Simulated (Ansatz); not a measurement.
```tsv
atom	x (Å)	y (Å)	z (Å)
Ge	-0.3629	0.0698	-0.8584
H	-0.2555	-0.0683	3.7214
H	1.1458	-0.0139	-0.6080
H	-0.9157	1.1826	-1.7539
F	-0.8855	-1.4525	-1.5075
F	-1.1542	0.1965	0.6873
H	-0.5196	-0.0203	3.0090
```

Level of theory: RKS B3LYP/def2-SVP (Ansatz 0.2.0).

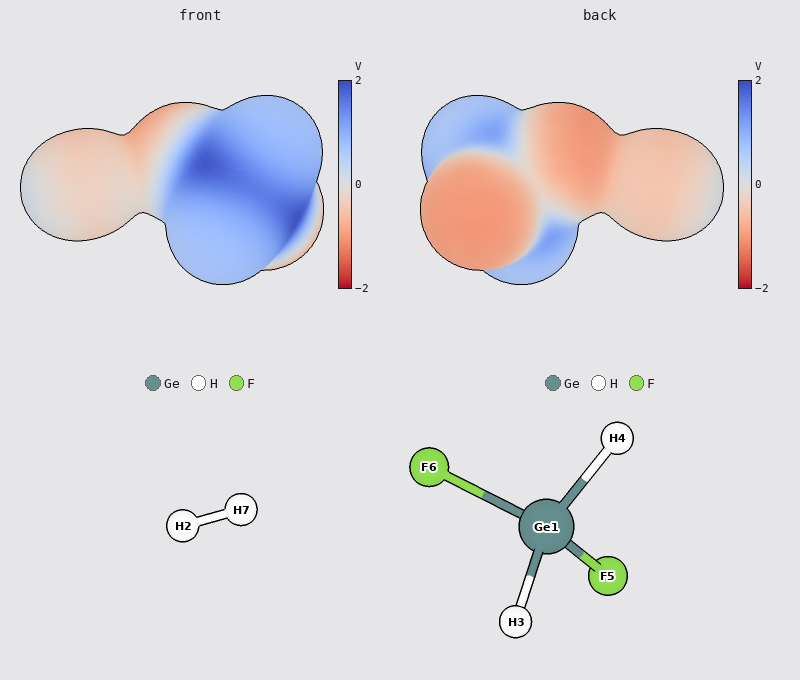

F₂GeH₂···H₂. The molecular electrostatic potential painted on the density surface at 0.001 e/bohr³, seen from the front and from behind; the colour scale runs from red (negative) to blue (positive). The bare structure is drawn below in the same view.

### Where is the surface potential most negative and most positive?

The most negative region (about −1.0 V) lies over F5 and F6, the most positive (about +1.8 V) over Ge1.
